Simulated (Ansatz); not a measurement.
# Geometry relaxation, with input and output: GaSiH7O (part 2 of 2)

GaSiH7O; RKS B3LYP-D4/def2-SVP (Ansatz 0.2.0). It belongs to a series of runs on one base structure; here: end point B relaxed.

Geometry of the input (Å):
```
Ga 0.1395  -0.2099  -0.4570
H  -0.1553  -0.2733  2.2964
H  1.5254  0.4936  -0.3297
H  -1.2364  0.3687  -0.9323
O  0.1586  -1.9537  -0.0323
Si -0.7058  -3.3585  -0.1237
H  0.2234  -4.5265  -0.0859
H  -1.6553  -3.4764  1.0253
H  -1.5012  -3.4299  -1.3905
H  -0.0623  -0.8566  1.8843
```

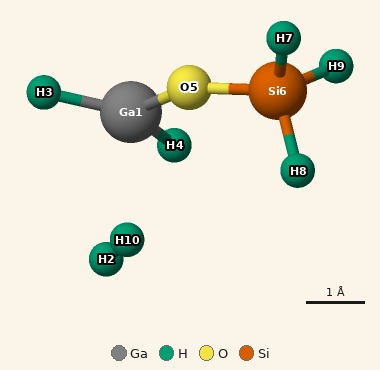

Figure 1. The geometry at step 12 of the log (ball-and-stick view, seen at a tilt; atoms are numbered from 1 in the order of the input).

Trajectory as extended XYZ, continued
```
10
Properties=species:S:1:pos:R:3:forces:R:3 step=5 energy=-62408.76610
Ga    0.1568   -0.2752   -0.4475   -0.0125  -0.0224   0.0134
H    -0.1880    0.0857    2.3686    0.0079  -0.0990  -0.0434
H     1.5451    0.4206   -0.3055    0.0003   0.0012  -0.0051
H    -1.2396    0.3298   -0.8216    0.0191  -0.0004   0.0105
O     0.2085   -2.0552   -0.1952   -0.0080   0.0015  -0.0252
Si   -0.7022   -3.4365   -0.2279    0.0075   0.0037  -0.0026
H     0.1969   -4.6272   -0.2419   -0.0042   0.0108   0.0037
H    -1.5812   -3.5186    0.9800    0.0032  -0.0070   0.0016
H    -1.5774   -3.4949   -1.4416    0.0068   0.0134   0.0143
H    -0.0883   -0.6509    2.1871   -0.0201   0.0982   0.0327
10
Properties=species:S:1:pos:R:3:forces:R:3 step=6 energy=-62408.76168 accepted=F
Ga    0.1793   -0.2961   -0.3731   -0.0281  -0.0829  -0.0767
H    -0.2425    0.1899    2.2093    0.0674  -0.6213   0.0044
H     1.5792    0.3855   -0.2769   -0.0101   0.0039   0.0253
H    -1.2248    0.3332   -0.6846    0.0503  -0.0185   0.0319
O     0.2401   -2.0919   -0.2320   -0.0446   0.0391  -0.0108
Si   -0.6929   -3.4593   -0.2482    0.0084   0.0199  -0.0022
H     0.1873   -4.6644   -0.3219   -0.0279   0.0422  -0.0011
H    -1.5153   -3.5481    1.0008    0.0088  -0.0150  -0.0218
H    -1.6294   -3.4847   -1.4204    0.0468   0.0134   0.0536
H    -0.1503   -0.5865    2.2016   -0.0711   0.6193  -0.0024
10
Properties=species:S:1:pos:R:3:forces:R:3 step=7 energy=-62408.76180 accepted=F
Ga    0.1660   -0.2927   -0.4149    0.1123   0.0652  -0.1003
H    -0.2392    0.1087    2.2930   -0.0102   0.0376  -0.0056
H     1.5570    0.4050   -0.3035    0.0128  -0.0142   0.0447
H    -1.2106    0.3493   -0.7777   -0.0907  -0.0087   0.0357
O     0.2299   -2.0783   -0.2464    0.0296   0.0671   0.1078
Si   -0.6966   -3.4454   -0.2342   -0.0169   0.0204   0.0525
H     0.1979   -4.6337   -0.2595    0.0010  -0.0785  -0.0918
H    -1.5278   -3.5456    1.0071   -0.0071   0.0593  -0.0005
H    -1.6172   -3.4510   -1.4099   -0.0328  -0.1105  -0.0331
H    -0.1288   -0.6387    2.2006    0.0020  -0.0376  -0.0092
10
Properties=species:S:1:pos:R:3:forces:R:3 step=8 energy=-62408.76806
Ga    0.1664   -0.2788   -0.4357   -0.0042  -0.0072   0.0046
H    -0.2147    0.0939    2.3307    0.0014  -0.0414  -0.0226
H     1.5572    0.4142   -0.3033    0.0006  -0.0009  -0.0007
H    -1.2311    0.3351   -0.7883    0.0092   0.0004   0.0084
O     0.2192   -2.0618   -0.2114   -0.0019  -0.0001  -0.0130
Si   -0.6985   -3.4381   -0.2290    0.0029   0.0030   0.0043
H     0.1946   -4.6324   -0.2580   -0.0015   0.0027  -0.0011
H    -1.5569   -3.5179    0.9941    0.0034  -0.0042   0.0004
H    -1.5949   -3.4889   -1.4267    0.0011   0.0059   0.0064
H    -0.1108   -0.6477    2.1822   -0.0110   0.0418   0.0133
10
Properties=species:S:1:pos:R:3:forces:R:3 step=9 energy=-62408.76988
Ga    0.1868   -0.2865   -0.4116   -0.0102   0.0045   0.0132
H    -0.2674    0.1152    2.2515    0.0076  -0.0698  -0.0142
H     1.5823    0.3992   -0.2878    0.0014  -0.0035  -0.0055
H    -1.2139    0.3461   -0.7153    0.0126  -0.0084  -0.0080
O     0.2405   -2.0759   -0.2416   -0.0070   0.0085  -0.0004
Si   -0.6911   -3.4423   -0.2303   -0.0086  -0.0020   0.0010
H     0.1895   -4.6446   -0.2966   -0.0075   0.0028  -0.0042
H    -1.5051   -3.5214    1.0246    0.0145   0.0015  -0.0161
H    -1.6326   -3.4769   -1.3942    0.0075  -0.0011   0.0167
H    -0.1584   -0.6352    2.1559   -0.0104   0.0675   0.0175
10
Properties=species:S:1:pos:R:3:forces:R:3 step=10 energy=-62408.76943 accepted=F
Ga    0.1957   -0.2831   -0.3978    0.0040  -0.0182  -0.0864
H    -0.2990    0.1065    2.2243    0.0074  -0.0608   0.0019
H     1.5972    0.3948   -0.2982   -0.0096   0.0041   0.0356
H    -1.2012    0.3486   -0.7206    0.0090   0.0008   0.0285
O     0.2489   -2.0746   -0.2497   -0.0158  -0.0056   0.0204
Si   -0.6869   -3.4380   -0.2265   -0.0086  -0.0036  -0.0088
H     0.1864   -4.6442   -0.3205   -0.0066   0.0112   0.0072
H    -1.4753   -3.5186    1.0449    0.0182  -0.0039  -0.0159
H    -1.6536   -3.4671   -1.3701    0.0093   0.0099   0.0188
H    -0.1817   -0.6466    2.1688   -0.0072   0.0663  -0.0012
10
Properties=species:S:1:pos:R:3:forces:R:3 step=11 energy=-62408.77040
Ga    0.1908   -0.2868   -0.4120   -0.0040   0.0008   0.0030
H    -0.2805    0.1149    2.2449    0.0016  -0.0271  -0.0052
H     1.5861    0.3976   -0.2816    0.0019  -0.0016  -0.0012
H    -1.2068    0.3446   -0.7296    0.0053  -0.0028  -0.0040
O     0.2421   -2.0758   -0.2406   -0.0042   0.0038   0.0011
Si   -0.6903   -3.4416   -0.2285    0.0018  -0.0039   0.0023
H     0.1878   -4.6444   -0.3141   -0.0048   0.0023  -0.0046
H    -1.4882   -3.5287    1.0353    0.0069   0.0009  -0.0054
H    -1.6459   -3.4677   -1.3802    0.0005   0.0006   0.0067
H    -0.1644   -0.6346    2.1610   -0.0051   0.0270   0.0071
10
Properties=species:S:1:pos:R:3:forces:R:3 step=12 energy=-62408.77143
Ga    0.2074   -0.2915   -0.4132    0.0033  -0.0021  -0.0160
H    -0.3298    0.1246    2.2269   -0.0024   0.0047   0.0012
H     1.6031    0.3883   -0.2633    0.0001   0.0002   0.0066
H    -1.1821    0.3414   -0.7592   -0.0020   0.0032   0.0022
O     0.2515   -2.0804   -0.2447    0.0011   0.0002   0.0084
Si   -0.6858   -3.4424   -0.2243   -0.0065  -0.0249  -0.0039
H     0.1818   -4.6479   -0.3776   -0.0212   0.0249   0.0020
H    -1.4279   -3.5528    1.0720    0.0143  -0.0042  -0.0169
H    -1.6929   -3.4383   -1.3332    0.0135   0.0018   0.0196
H    -0.1947   -0.6234    2.1712   -0.0001  -0.0038  -0.0031
10
Properties=species:S:1:pos:R:3:forces:R:3 step=13 energy=-62408.77184
Ga    0.2304   -0.2961   -0.4158    0.0039   0.0079  -0.0294
H    -0.3965    0.1312    2.1953    0.0018  -0.0133   0.0067
H     1.6250    0.3780   -0.2309   -0.0079   0.0001   0.0093
H    -1.1466    0.3378   -0.8087    0.0038   0.0043   0.0097
O     0.2625   -2.0840   -0.2403    0.0007  -0.0152   0.0107
Si   -0.6807   -3.4413   -0.2148   -0.0358  -0.0902  -0.0066
H     0.1705   -4.6479   -0.4671   -0.0720   0.0907   0.0177
H    -1.3412   -3.5952    1.1251    0.0389  -0.0001  -0.0864
H    -1.7581   -3.3912   -1.2613    0.0714  -0.0020   0.0783
H    -0.2346   -0.6137    2.1730   -0.0049   0.0179  -0.0099
10
Properties=species:S:1:pos:R:3:forces:R:3 step=14 energy=-62408.77264
Ga    0.2308   -0.2973   -0.4151   -0.0045   0.0076  -0.0197
H    -0.3940    0.1353    2.1988    0.0048  -0.0247   0.0018
H     1.6249    0.3779   -0.2331   -0.0020  -0.0006   0.0063
H    -1.1482    0.3384   -0.7986    0.0053   0.0008   0.0036
O     0.2636   -2.0854   -0.2398    0.0022  -0.0091   0.0127
Si   -0.6799   -3.4427   -0.2151   -0.0303  -0.0555  -0.0079
H     0.1683   -4.6481   -0.4648   -0.0361   0.0513   0.0098
H    -1.3449   -3.5972    1.1198    0.0283   0.0016  -0.0444
H    -1.7535   -3.3931   -1.2615    0.0389   0.0025   0.0408
H    -0.2366   -0.6104    2.1640   -0.0065   0.0262  -0.0031
10
Properties=species:S:1:pos:R:3:forces:R:3 step=15 energy=-62408.77358
Ga    0.2406   -0.3006   -0.4180   -0.0089   0.0026  -0.0117
H    -0.4183    0.1404    2.1944    0.0041  -0.0165  -0.0005
H     1.6338    0.3730   -0.2240    0.0007  -0.0005   0.0042
H    -1.1337    0.3367   -0.8154    0.0066  -0.0023   0.0002
O     0.2683   -2.0881   -0.2328    0.0057   0.0053   0.0119
Si   -0.6780   -3.4434   -0.2105   -0.0117  -0.0217  -0.0026
H     0.1591   -4.6443   -0.5007   -0.0089   0.0132  -0.0014
H    -1.3095   -3.6208    1.1353    0.0089   0.0020  -0.0125
H    -1.7740   -3.3712   -1.2286    0.0082   0.0011   0.0127
H    -0.2577   -0.6042    2.1550   -0.0047   0.0168  -0.0001
10
Properties=species:S:1:pos:R:3:forces:R:3 step=16 energy=-62408.77458
Ga    0.2707   -0.3102   -0.4267   -0.0121   0.0018   0.0054
H    -0.4943    0.1557    2.1721    0.0018   0.0014  -0.0019
H     1.6592    0.3594   -0.1852   -0.0090  -0.0029  -0.0044
H    -1.0860    0.3277   -0.8836    0.0226  -0.0148   0.0006
O     0.2830   -2.0944   -0.2070    0.0058   0.0113   0.0045
Si   -0.6699   -3.4453   -0.1940   -0.0560  -0.0545  -0.0197
H     0.1326   -4.6334   -0.6259   -0.0615   0.0780   0.0352
H    -1.1983   -3.6954    1.1881    0.0385  -0.0014  -0.0788
H    -1.8460   -3.3012   -1.1180    0.0713  -0.0185   0.0571
H    -0.3204   -0.5854    2.1347   -0.0014  -0.0004   0.0020
10
Properties=species:S:1:pos:R:3:forces:R:3 step=17 energy=-62408.77537
Ga    0.2778   -0.3121   -0.4220   -0.0039  -0.0137  -0.0281
H    -0.5099    0.1631    2.1695    0.0023   0.0024  -0.0046
H     1.6675    0.3553   -0.1832   -0.0083  -0.0002   0.0107
H    -1.0725    0.3240   -0.8983    0.0134  -0.0098   0.0110
O     0.2859   -2.0962   -0.1979   -0.0034   0.0257   0.0100
Si   -0.6707   -3.4446   -0.1913   -0.0103  -0.0434   0.0067
H     0.1201   -4.6258   -0.6525   -0.0313   0.0385   0.0025
H    -1.1656   -3.7231    1.1959    0.0034   0.0147  -0.0575
H    -1.8598   -3.2839   -1.0921    0.0381  -0.0121   0.0447
H    -0.3421   -0.5791    2.1265   -0.0001  -0.0021   0.0046
10
Properties=species:S:1:pos:R:3:forces:R:3 step=18 energy=-62408.77610
Ga    0.2857   -0.3150   -0.4292   -0.0063  -0.0220   0.0129
H    -0.5186    0.1671    2.1631    0.0026  -0.0048  -0.0015
H     1.6711    0.3547   -0.1751   -0.0006   0.0006  -0.0013
H    -1.0624    0.3175   -0.9129    0.0050  -0.0047  -0.0061
O     0.2896   -2.0966   -0.1861   -0.0010   0.0232  -0.0005
Si   -0.6687   -3.4441   -0.1866    0.0015   0.0014   0.0157
H     0.1092   -4.6165   -0.6798    0.0070  -0.0103  -0.0110
H    -1.1447   -3.7432    1.2002    0.0001   0.0078  -0.0136
H    -1.8696   -3.2688   -1.0630   -0.0078   0.0009   0.0029
H    -0.3609   -0.5777    2.1240   -0.0005   0.0079   0.0025
```

Results in brief

| quantity | value |
| --- | --- |
| outcome | converged |
| total energy | −62408.7764 eV |
| mean-field energy | −62408.4794 eV |
| largest force (length of the vector) at the end | 0.026 eV/Å |
| wall time | 35 s (CPU time 68 s) |
| peak memory | 0.21 GiB |
